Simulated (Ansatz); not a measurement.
**C2H6AlClSi: one species, many methods**

Aim: compute C2H6AlClSi with functionals from several rungs and with coupled cluster. The yardstick is the atomisation energy at the CCSD(T) limit.

The runs use Ansatz 0.2.0, Gaussian basis; functionals in def2-TZVPP, the program's frozen cores in correlated methods.

The runs, in order: PBE-D4, r2SCAN-D4, PBE0-D4, B3LYP-D4, ωB97X-V, ωB97M-V, B2PLYP; CCSD(T)/def2-TZVPP; MP2/def2-QZVPP; extrapolation to the limit.

## Step 1: The geometry

An earlier PBE0-D4 in a triple-zeta def2 set relaxation fixed the geometry.

SMILES `C=[CH][AlH][SiH2]Cl`, 11 atoms, charge 0, spin multiplicity 1.

Atoms are counted from 1 here; the program's logs count them from 0.

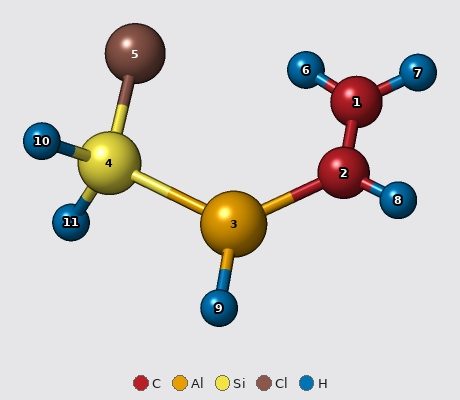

The geometry (carbon red, aluminium amber, silicon yellow, chlorine brown, hydrogen blue); atoms are numbered from 1 in the order of the file.

## Step 2: PBE-D4 (GGA)

in.yaml

```yaml
crystal:
  periodic: [false, false, false]
  atoms:
    - {symbol: C, position_ang: [-1.279929, 1.480873, -0.632365]}
    - {symbol: C, position_ang: [-0.789682, 0.560410, -1.469863]}
    - {symbol: Al, position_ang: [0.418284, -0.827258, -0.870920]}
    - {symbol: Si, position_ang: [1.130828, -1.005118, 1.483523]}
    - {symbol: Cl, position_ang: [0.315975, 0.460533, 2.716606]}
    - {symbol: H, position_ang: [-1.025923, 1.494117, 0.424311]}
    - {symbol: H, position_ang: [-1.959076, 2.266235, -0.960268]}
    - {symbol: H, position_ang: [-1.103174, 0.629919, -2.512203]}
    - {symbol: H, position_ang: [1.001022, -1.911287, -1.878667]}
    - {symbol: H, position_ang: [2.609619, -0.893241, 1.632309]}
    - {symbol: H, position_ang: [0.747256, -2.312284, 2.088237]}
basis:
  gaussian: {orbitals: def2-TZVPP}
hamiltonian: {xc: pbe, dispersion: d4}
output: {forces: true, orbitals: {seedname: orbitals}}
```

Launch:

```bash
$ ansatz run in.yaml --threads 4 --pin off --events-out ev --progress --plain --max-ram 10444MiB
```

After this run come: r2SCAN-D4 (meta-GGA); PBE0-D4 (hybrid); B3LYP-D4 (hybrid); ωB97X-V (range-separated); ωB97M-V (range-separated); B2PLYP (double hybrid); CCSD(T) in def2-TZVPP; MP2 in def2-QZVPP.

Before running them: what should the planned runs give, taken together? Wanted: atomisation energy, CCSD(T)/CBS; farthest; mean size of error, hybrid; mean size of error, range-separated; gap, smallest and largest; T1 diagnostic; triples share of the correlation energy.

As calculated:

| quantity | value |
| --- | --- |
| atomisation energy, CCSD(T)/CBS | 3736.7 kJ/mol |
| functionals within 18.7 kJ/mol (0.5 %) | r2SCAN-D4, PBE0-D4, B3LYP-D4, ωB97X-V, ωB97M-V |
| farthest | B2PLYP (-54.7 kJ/mol) |
| mean size of error, hybrid | 8.3 kJ/mol |
| mean size of error, range-separated | 8.5 kJ/mol |
| gap, smallest and largest | 3.36 eV (PBE-D4), 9.46 eV (ωB97X-V) |
| T1 diagnostic | 0.0112 |
| triples share of the correlation energy | 4.1 % |

In words: PBE-D4 is off by +31.2 kJ/mol. Double hybrids carry the basis error of their MP2 part in triple zeta, and no dispersion term here, so their miss is partly the set-up's. Misses under about 18.7 kJ/mol are within the doubt on the reference itself, which lacks core-valence correlation, relativity and higher excitations. Hartree-Fock recovers 76 % of the binding; the rest is correlation. The gap grows from 3.4 to 9.5 eV across the functionals, mostly with the share of exact exchange.
